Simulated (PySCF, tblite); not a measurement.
# C3H5BF4O2: geometry, infrared bands and NMR shifts

Aim: predict the infrared bands and NMR shifts of C3H5BF4O2 (`BO[C@@H](F)[C@H](F)OC(F)F`).

The runs use tblite 0.8.0 and PySCF 2.14.0, with density-fitted response routines of our own; the level of theory stands in each step. All values are computed, except where a source is named. Atoms are numbered from 0 throughout.

## Step 1: The molecule as given

15 atoms, charge 0, multiplicity 1; geometry from: force field or distance geometry start.

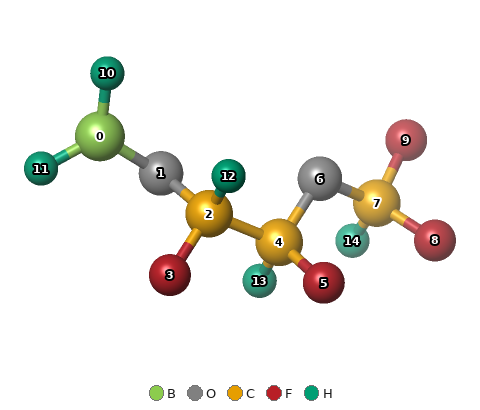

The starting geometry (boron green, oxygen grey, carbon amber, fluorine red, hydrogen teal), atoms numbered.

## Step 2: Relaxing the molecule with GFN2-xTB

What the job is given:

```
{"job": {"kind": "relax", "xc": "GFN2-xTB", "basis": "xTB"}, "charge": 0, "multiplicity": 1}
B     -2.501200     0.877800    -1.252700
O     -1.244700     0.182200    -1.010000
C     -1.075500    -0.022500     0.392600
F     -2.010200    -0.939700     0.841200
C      0.317900    -0.554700     0.669100
F      0.447800    -0.779900     2.020400
O      1.269500     0.407300     0.228900
C      2.571000    -0.152800     0.219800
F      3.024900    -0.370300     1.507500
F      3.416500     0.727600    -0.404900
H     -2.537200     2.059400    -1.294000
H     -3.503500     0.261300    -1.440300
H     -1.205700     0.936200     0.970500
H      0.432100    -1.520200     0.113700
H      2.593900    -1.103600    -0.353600
```

The run is started by

```sh
$ OMP_NUM_THREADS=1 python probes_run.py task.json out
```

One launch serves the whole session: the jobs run in the order shown.

Standard output:

```text
step      E/eV     max force
  0   -1014.25815    2.515
  1   -1014.50479    1.475
  2   -1014.60398    0.616
  3   -1014.62545    0.335
  4   -1014.64805    0.327
  5   -1014.65838    0.348
  6   -1014.67333    0.313
  7   -1014.68194    0.284
  8   -1014.69106    0.311
  9   -1014.70148    0.379
 10   -1014.71825    0.467
 11   -1014.74566    0.598
 12   -1014.78685    0.713
 13   -1014.83602    0.683
 14   -1014.89002    0.585
 15   -1014.92206    0.502
 16   -1014.95893    0.604
 17   -1014.98535    0.602
 18   -1015.02033    0.569
 19   -1015.06607    0.588
 20   -1015.11166    0.684
 21   -1015.18397    0.716
 22   -1015.24686    0.583
 23   -1015.28721    0.396
 24   -1015.31093    0.479
 25   -1015.32858    0.438
 26   -1015.34908    0.330
 27   -1015.36345    0.183
 28   -1015.36818    0.171
 29   -1015.37224    0.120
 30   -1015.37440    0.114
 31   -1015.37594    0.108
 32   -1015.37764    0.158
 33   -1015.38027    0.179
 34   -1015.38349    0.144
 35   -1015.38668    0.159
 36   -1015.38964    0.156
 37   -1015.39293    0.160
 38   -1015.39659    0.140
 39   -1015.39966    0.122
 40   -1015.40150    0.093
 41   -1015.40261    0.078
 42   -1015.40369    0.073
 43   -1015.40477    0.078
 44   -1015.40560    0.069
 45   -1015.40620    0.063
 46   -1015.40680    0.063
 47   -1015.40759    0.076
 48   -1015.40860    0.080
 49   -1015.40987    0.089
 50   -1015.41164    0.104
 51   -1015.41432    0.135
 52   -1015.41812    0.169
 53   -1015.42192    0.154
 54   -1015.42471    0.198
 55   -1015.42732    0.168
 56   -1015.43006    0.125
 57   -1015.43395    0.117
 58   -1015.43724    0.103
 59   -1015.43913    0.145
 60   -1015.44085    0.111
 61   -1015.44250    0.098
 62   -1015.44413    0.075
 63   -1015.44462    0.102
 64   -1015.44523    0.058
 65   -1015.44550    0.049
 66   -1015.44590    0.046
 67   -1015.44627    0.054
 68   -1015.44669    0.052
 69   -1015.44711    0.050
 70   -1015.44754    0.044
 71   -1015.44790    0.040
 72   -1015.44822    0.037
 73   -1015.44855    0.046
 74   -1015.44890    0.042
 75   -1015.44925    0.060
 76   -1015.44953    0.040
 77   -1015.44980    0.053
 78   -1015.45005    0.039
 79   -1015.45039    0.037
 80   -1015.45079    0.048
 81   -1015.45118    0.050
 82   -1015.45152    0.046
 83   -1015.45189    0.045
 84   -1015.45222    0.035
 85   -1015.45242    0.026
 86   -1015.45251    0.023
 87   -1015.45260    0.023
 88   -1015.45272    0.023
 89   -1015.45284    0.023
 90   -1015.45293    0.020
 91   -1015.45299    0.017
 92   -1015.45305    0.018
 93   -1015.45315    0.026
 94   -1015.45329    0.026
 95   -1015.45346    0.031
 96   -1015.45364    0.036
 97   -1015.45383    0.030
 98   -1015.45397    0.029
 99   -1015.45405    0.026
100   -1015.45411    0.018
101   -1015.45416    0.016
102   -1015.45423    0.020
103   -1015.45433    0.036
104   -1015.45446    0.043
105   -1015.45460    0.037
106   -1015.45473    0.029
107   -1015.45486    0.031
108   -1015.45498    0.031
109   -1015.45513    0.036
110   -1015.45534    0.037
111   -1015.45567    0.059
112   -1015.45618    0.066
113   -1015.45684    0.087
114   -1015.45770    0.126
115   -1015.45780    0.174
116   -1015.45905    0.044
117   -1015.45944    0.035
118   -1015.45982    0.139
119   -1015.46033    0.071
120   -1015.46076    0.039
121   -1015.46126    0.067
122   -1015.46159    0.048
123   -1015.46186    0.057
124   -1015.46199    0.028
125   -1015.46212    0.031
126   -1015.46226    0.025
127   -1015.46235    0.030
128   -1015.46243    0.031
129   -1015.46253    0.039
130   -1015.46263    0.020
131   -1015.46272    0.051
132   -1015.46283    0.021
133   -1015.46291    0.021
134   -1015.46297    0.026
135   -1015.46303    0.020
136   -1015.46306    0.032
137   -1015.46312    0.017
138   -1015.46317    0.019
139   -1015.46322    0.030
140   -1015.46331    0.034
141   -1015.46068    0.324
142   -1015.46345    0.020
143   -1015.46353    0.022
144   -1015.46387    0.070
145   -1015.46400    0.118
146   -1015.46425    0.077
147   -1015.46463    0.070
148   -1015.46491    0.189
149   -1015.46519    0.154
150   -1015.46601    0.061
151   -1015.46669    0.219
152   -1015.46774    0.102
153   -1015.47043    0.219
154   -1015.47316    0.250
155   -1015.47240    0.326
156   -1015.47100    0.558
157   -1015.47670    0.085
158   -1015.47906    0.090
159   -1015.46982    0.725
160   -1015.48093    0.079
161   -1015.48238    0.097
162   -1015.47110    0.809
163   -1015.48418    0.091
164   -1015.48543    0.087
165   -1015.47368    0.833
166   -1015.48734    0.076
167   -1015.48855    0.089
168   -1015.48019    0.699
169   -1015.49056    0.064
170   -1015.49169    0.077
171   -1015.48870    0.508
172   -1015.49369    0.066
173   -1015.49461    0.072
174   -1015.49460    0.319
175   -1015.49662    0.057
176   -1015.49737    0.056
177   -1015.49837    0.238
178   -1015.50010    0.036
179   -1015.50101    0.036
180   -1015.49691    0.426
181   -1015.50230    0.109
182   -1015.50301    0.066
183   -1015.49060    0.672
184   -1015.50355    0.055
185   -1015.50396    0.048
186   -1015.49370    0.592
187   -1015.50446    0.048
188   -1015.50481    0.039
189   -1015.50316    0.286
190   -1015.50536    0.028
191   -1015.50562    0.026
192   -1015.50581    0.099
193   -1015.50603    0.033
194   -1015.50618    0.027
195   -1015.50705    0.026
196   -1015.50743    0.030
197   -1015.50777    0.052
198   -1015.50796    0.033
199   -1015.50830    0.041
200   -1015.50867    0.056
201   -1015.50888    0.066
202   -1015.50902    0.054
203   -1015.50917    0.045
204   -1015.50933    0.064
205   -1015.50947    0.029
206   -1015.50962    0.037
207   -1015.50997    0.053
208   -1015.51030    0.058
209   -1015.51093    0.066
210   -1015.51154    0.057
211   -1015.51200    0.056
212   -1015.51240    0.051
213   -1015.51275    0.091
214   -1015.51324    0.052
215   -1015.51370    0.039
216   -1015.51430    0.038
217   -1015.51461    0.048
218   -1015.51495    0.048
219   -1015.51514    0.037
220   -1015.51528    0.031
221   -1015.51538    0.024
222   -1015.51553    0.034
223   -1015.51561    0.030
224   -1015.51571    0.043
225   -1015.51580    0.024
226   -1015.51588    0.025
227   -1015.51595    0.022
228   -1015.51602    0.019
229   -1015.51609    0.021
230   -1015.51617    0.025
231   -1015.51624    0.025
232   -1015.51630    0.015
233   -1015.51635    0.011
234   -1015.51637    0.009
```

It took 1.5 s on 1 thread of Arm Neoverse V1, shared host.

The steps of the relaxation: (not every step is listed)

| step | energy from step 0 (eV) | largest force (eV/Å) |
| --- | --- | --- |
| 0 | 0.0000 | 2.5147 |
| 1 | -0.2466 | 1.4753 |
| 2 | -0.3458 | 0.6156 |
| 3 | -0.3673 | 0.3351 |
| 4 | -0.3899 | 0.3266 |
| 5 | -0.4002 | 0.3484 |
| 6 | -0.4152 | 0.3133 |
| 7 | -0.4238 | 0.2835 |
| 8 | -0.4329 | 0.3114 |
| 30 | -1.1163 | 0.1144 |
| 52 | -1.1600 | 0.1690 |
| 74 | -1.1907 | 0.0422 |
| 96 | -1.1955 | 0.0355 |
| 118 | -1.2017 | 0.1388 |
| 140 | -1.2052 | 0.0340 |
| 162 | -1.2129 | 0.8092 |
| 184 | -1.2454 | 0.0546 |
| 206 | -1.2515 | 0.0366 |
| 228 | -1.2579 | 0.0193 |
| 229 | -1.2579 | 0.0210 |
| 230 | -1.2580 | 0.0255 |
| 231 | -1.2581 | 0.0249 |
| 232 | -1.2582 | 0.0153 |
| 233 | -1.2582 | 0.0108 |
| 234 | -1.2582 | 0.0088 |

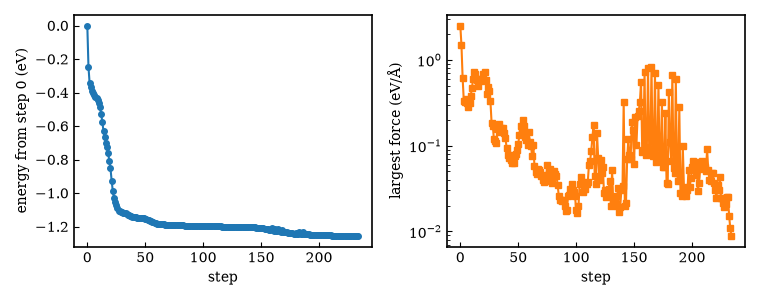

Energy and force, step by step.

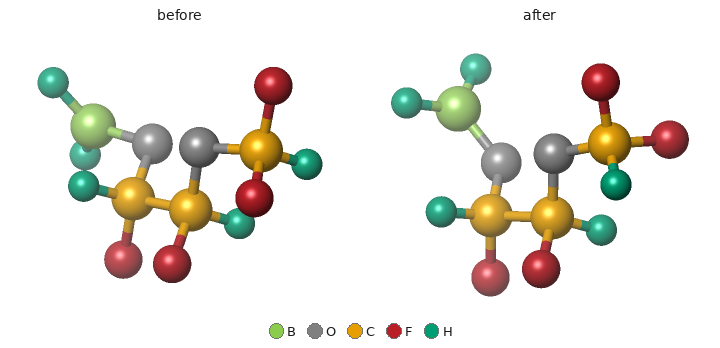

Before and after, at one scale.

Close pairs (by a distance rule), those that changed most:

| bond | before (Å) | after (Å) | change (Å) |
| --- | --- | --- | --- |
| B0–O1 | 1.457 | 1.336 | -0.121 |
| O1–C2 | 1.428 | 1.368 | -0.060 |
| C7–F8 | 1.383 | 1.331 | -0.052 |
| O6–C7 | 1.417 | 1.370 | -0.047 |
| C4–O6 | 1.423 | 1.385 | -0.038 |
| B0–H11 | 1.192 | 1.166 | -0.025 |
| C2–C4 | 1.517 | 1.542 | +0.025 |
| C2–H12 | 1.127 | 1.102 | -0.025 |

The next job starts from the end point, and lists it.

## Step 3: Vibrational analysis with GFN2-xTB

What the job is given:

```
{"job": {"kind": "ir", "xc": "GFN2-xTB", "basis": "xTB"}, "charge": 0, "multiplicity": 1}
B     -1.961685     1.185718    -1.186511
O     -1.569798    -0.009316    -0.736939
C     -1.277100    -0.294100     0.568562
F     -2.075435    -1.326791     0.973450
C      0.187931    -0.761384     0.680359
F      0.491826    -1.010542     1.992675
O      0.984939     0.273299     0.219390
C      2.321561    -0.013018     0.125880
F      2.945641     1.103276    -0.241075
F      2.549984    -0.929542    -0.841554
H     -2.091320     2.104240    -0.463427
H     -2.163508     1.234204    -2.334079
H     -1.457041     0.546372     1.258688
H      0.340324    -1.702481     0.130105
H      2.769266    -0.391945     1.062770
```

Standard output:

```text
mode    cm-1     km/mol
  1      34.7      1.38
  2      38.0      1.65
  3      56.7      1.01
  4      74.8      3.48
  5     119.4      2.56
  6     192.6      5.48
  7     278.9      6.39
  8     306.4      2.09
  9     328.8      6.98
 10     402.9      4.55
 11     452.4     18.88
 12     465.1     14.12
 13     509.2      9.18
 14     554.9     15.99
 15     573.7     10.85
 16     679.9     39.08
 17     885.0    110.15
 18     925.3     12.99
 19    1001.4    318.37
 20    1005.2     19.67
 21    1035.4    145.04
 22    1054.2     91.85
 23    1062.9    102.73
 24    1093.4     99.08
 25    1117.6    257.43
 26    1130.1    212.43
 27    1174.8     15.01
 28    1217.9     59.27
 29    1259.4      8.81
 30    1270.0     13.88
 31    1273.5     22.66
 32    1283.7     19.88
 33    1305.0    172.67
 34    1313.7    127.85
 35    2582.8    117.00
 36    2693.0     95.54
 37    2873.1     21.36
 38    2878.3     27.11
 39    2909.6     24.64
```

It took 0.46 s on 1 thread of Arm Neoverse V1, shared host.

Which atoms move in the most intense modes:

| cm⁻¹ | km/mol | atoms |
| --- | --- | --- |
| 885 | 110.2 | H10 37 %, H11 35 %, B0 26 % |
| 1001 | 318.4 | C7 32 %, C4 31 %, F9 16 %, F5 14 % |
| 1035 | 145.0 | C2 51 %, F3 19 % |
| 1118 | 257.4 | C7 51 %, F8 28 %, H14 11 % |
| 1130 | 212.4 | O6 40 %, C4 23 %, C7 15 %, H13 11 % |
| 1305 | 172.7 | B0 24 %, H13 19 %, O1 16 %, H12 13 % |
| 1314 | 127.8 | B0 22 %, O1 22 %, H13 14 %, C2 14 % |
| 2583 | 117.0 | H10 90 % |

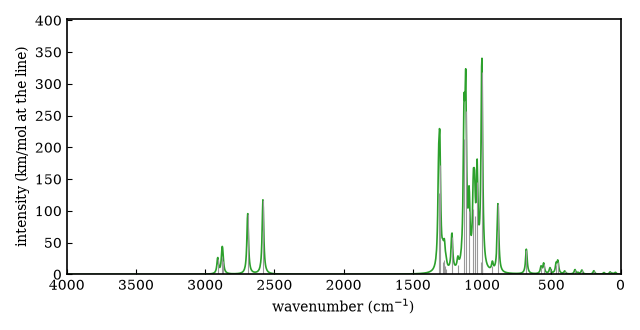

The infrared spectrum from these modes, unscaled. Lines are broadened to a width of 14 cm⁻¹ (Lorentzian).

## Step 4: Shielding tensors: PBE0/pcSseg-1

Same as in step 3 but for these lines:

```diff
@@ -1,2 +1,2 @@
-{"job": {"kind": "ir", "xc": "GFN2-xTB", "basis": "xTB"}, "charge": 0, "multiplicity": 1}
+{"job": {"kind": "nmr", "xc": "PBE0", "basis": "pcSseg-1"}, "charge": 0, "multiplicity": 1}
 B     -1.961685     1.185718    -1.186511
```

With the program's defaults for keys left out, this is: GIAO PBE0/pcSseg-1 NMR shielding, non-relativistic, gas phase.

Standard output:

```text
coarse grid: 13960 points
cycle   1  E = -690.9269462127  dE =  1.656e+00  |g| = 1.167e+00  |ddm| = 3.266e+00
cycle   2  E = -690.6982143871  dE =  2.287e-01  |g| = 1.696e+00  |ddm| = 1.467e+00
cycle   3  E = -691.1507884661  dE = -4.526e-01  |g| = 7.559e-02  |ddm| = 9.121e-01
cycle   4  E = -691.1512331156  dE = -4.446e-04  |g| = 5.648e-02  |ddm| = 7.180e-02
cycle   5  E = -691.1517592206  dE = -5.261e-04  |g| = 9.927e-03  |ddm| = 3.604e-02
cycle   6  E = -691.1517736701  dE = -1.445e-05  |g| = 2.775e-03  |ddm| = 6.890e-03
cycle   7  E = -691.1517749742  dE = -1.304e-06  |g| = 7.460e-04  |ddm| = 1.982e-03
final grid: 140528 points
cycle   8  E = -691.2571078548  dE = -6.108e-05  |g| = 1.270e-02  |ddm| = 2.324e-02
cycle   9  E = -691.2570823965  dE =  2.546e-05  |g| = 1.803e-02  |ddm| = 1.522e-02
cycle  10  E = -691.2571352773  dE = -5.288e-05  |g| = 1.024e-03  |ddm| = 9.236e-03
cycle  11  E = -691.2571354809  dE = -2.036e-07  |g| = 4.579e-04  |ddm| = 1.141e-03
cycle  12  E = -691.2571355126  dE = -3.170e-08  |g| = 1.287e-04  |ddm| = 3.271e-04
cycle  13  E = -691.2571355151  dE = -2.501e-09  |g| = 2.291e-05  |ddm| = 7.511e-05
cycle  14  E = -691.2571355151  dE = -7.185e-11  |g| = 1.022e-05  |ddm| = 1.936e-05
converged SCF energy = -691.2571355151

GIAO shielding tensors (ppm)
atom      isotropic    diamagn.    paramagn.     s11        s22        s33       span
  0 B       52.331     194.676    -142.345      6.888     48.577    101.529     94.640
  1 O       91.009     396.421    -305.412    -74.349     30.379    316.998    391.347
  2 C       70.254     241.753    -171.500     56.255     72.317     82.189     25.934
  3 F      325.990     469.049    -143.059    235.660    354.436    387.874    152.213
  4 C       77.903     243.577    -165.674     56.953     76.807     99.950     42.997
  5 F      347.155     471.956    -124.801    260.274    385.168    396.024    135.750
  6 O      179.254     403.819    -224.564    142.981    169.297    225.485     82.503
  7 C       64.680     231.688    -167.008     46.251     69.416     78.373     32.122
  8 F      282.604     469.060    -186.456    194.213    308.499    345.099    150.886
  9 F      277.724     472.209    -194.485    208.596    261.807    362.769    154.173
 10 H       26.400      30.504      -4.104     24.454     26.386     28.359      3.906
 11 H       26.643      30.167      -3.524     25.957     26.102     27.871      1.914
 12 H       25.931      29.392      -3.461     23.886     26.043     27.864      3.978
 13 H       25.786      29.400      -3.614     23.561     26.225     27.570      4.008
 14 H       24.856      25.584      -0.728     21.454     24.685     28.429      6.975
```

Wall time 35 s (1 thread of Arm Neoverse V1, shared host); peak memory 0.85 GiB.

Shifts follow as δ = σ(reference) − σ, with reference shieldings (ppm) from runs at the same level and on the same kind of geometry: 1H TMS 31.72, 13C TMS 186.9, 19F CFCl3 170.9, 17O H2O 336.1, 11B BF3·OEt2 100.1. The references are single molecules in the gas phase, so shifts against H2O, NH3, PH3, H3PO4 or CFCl3 are not on the usual liquid scales and can be off by tens of ppm. Atoms listed in one row are averaged.

| atoms | environment | σ (ppm) | δ (ppm) | δ scaled to CDCl3 |
| --- | --- | --- | --- | --- |
| C7 | sp3 CH bonded to 2 F and O | 64.7 | 122.2 | 117.4 |
| C2 | sp3 CH bonded to F and O | 70.3 | 116.7 | 112.0 |
| C4 | sp3 CH bonded to F and O | 77.9 | 109.0 | 104.5 |
| H14 | hydrogen on an sp3 CH bonded to 2 F and O | 24.86 | 6.86 | 6.57 |
| H13 | hydrogen on an sp3 CH bonded to F and O | 25.79 | 5.93 | 5.70 |
| H12 | hydrogen on an sp3 CH bonded to F and O | 25.93 | 5.79 | 5.56 |
| H10, H11 | hydrogen on a boron bonded to O | 26.52 | 5.20 | – |
| B0 | boron bonded to O, 2 H | 52.3 | 47.7 | – |
| O1 | oxygen bonded to C, B | 91.0 | 245.1 | – |
| O6 | ether oxygen | 179.3 | 156.8 | – |
| F9 | fluorine of a CF2 group | 277.7 | -106.8 | – |
| F8 | fluorine of a CF2 group | 282.6 | -111.7 | – |
| F3 | fluorine on an sp3 carbon | 326.0 | -155.0 | – |
| F5 | fluorine on an sp3 carbon | 347.2 | -176.2 | – |

The scaled column applies a straight-line fit of computed shieldings to shifts measured in CDCl3, and one for carbons that bear F (root-mean-square error 0.16 ppm for H, 1.9 ppm for C).

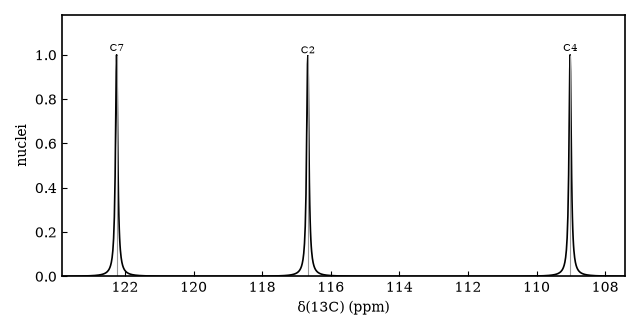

13C lines at the computed shifts, without couplings. Lines are broadened to a width of 0.08 ppm (Lorentzian).

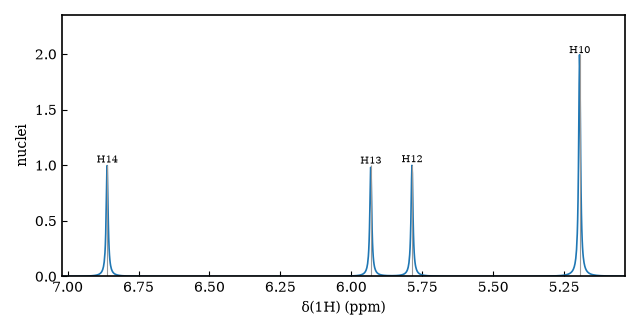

1H lines at the computed shifts, without couplings. Lines are broadened to a width of 0.01 ppm (Lorentzian).

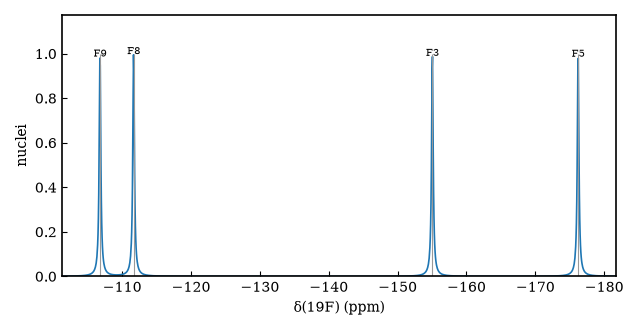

19F lines at the computed shifts, without couplings. Lines are broadened to a width of 0.28 ppm (Lorentzian).

Charges from the same density, by scheme (e):

| atoms | Mulliken | IAO | Hirshfeld | ESP fit |
| --- | --- | --- | --- | --- |
| B0 | 0.29 | 0.16 | 0.18 | 0.50 |
| O1 | -0.45 | -0.34 | -0.14 | -0.36 |
| C2 | 0.46 | 0.36 | 0.13 | 0.34 |
| F3 | -0.30 | -0.30 | -0.10 | -0.21 |
| C4 | 0.40 | 0.33 | 0.12 | 0.02 |
| F5 | -0.31 | -0.31 | -0.10 | -0.18 |
| O6 | -0.48 | -0.37 | -0.14 | -0.27 |
| C7 | 0.69 | 0.61 | 0.21 | 0.49 |
| F8 | -0.26 | -0.27 | -0.09 | -0.20 |
| F9 | -0.29 | -0.30 | -0.10 | -0.21 |

Mulliken charges:

B0 0.29; O1 -0.45; C2 0.46; F3 -0.30; C4 0.40; F5 -0.31; O6 -0.48; C7 0.69; F8 -0.26; F9 -0.29; H10 -0.06; H11 -0.03; H12 0.11; H13 0.13; H14 0.10

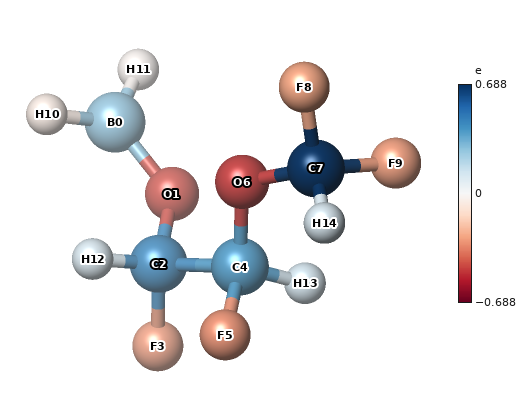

Mulliken charges, as colours on the atoms.

Mayer bond orders: B0–O1 1.20, O1–C2 0.93, C2–F3 0.94, C2–C4 0.98, C4–F5 0.91, C4–O6 0.95, O6–C7 0.98, C7–F8 1.04, C7–F9 0.97.

## Step 5: Outcome

| quantity | value |
| --- | --- |
| strongest single infrared mode (GFN2-xTB) | 1001 cm⁻¹, 318 km/mol |
| zero-point energy (GFN2-xTB) | 56.3 kcal/mol |
| 13C shifts against TMS (PBE0/pcSseg-1) | 122.2, 116.7, 109.0 ppm |
| 1H shifts against TMS (PBE0/pcSseg-1, means over atoms taken as alike) | 6.86, 5.93, 5.79, 5.20 ppm |
| 11B shifts against BF3·OEt2 (PBE0/pcSseg-1) | 47.7 ppm |
| 17O shifts against H2O (PBE0/pcSseg-1) | 245.1, 156.8 ppm |
| 19F shifts against CFCl3 (PBE0/pcSseg-1) | -106.8, -111.7, -155.0, -176.2 ppm |

**Reading.** Over 234 steps the energy fell by 1.258 eV; of the close pairs, B0–O1 changed most, 1.457 to 1.336 Å. All 39 modes are real, so the xTB geometry is a minimum. GFN2-xTB is a fitted tight-binding method: band positions and strengths are rough. Its intensities can rank the bands wrongly. H14 (hydrogen on an sp3 CH bonded to 2 F and O) lies farthest downfield among hydrogen, at 6.86 ppm; its carbon carries F and O, which withdraws density. At PBE0/pcSseg-1: The widest tensor belongs to O1: span 391 ppm, with a paramagnetic part of -305 ppm.
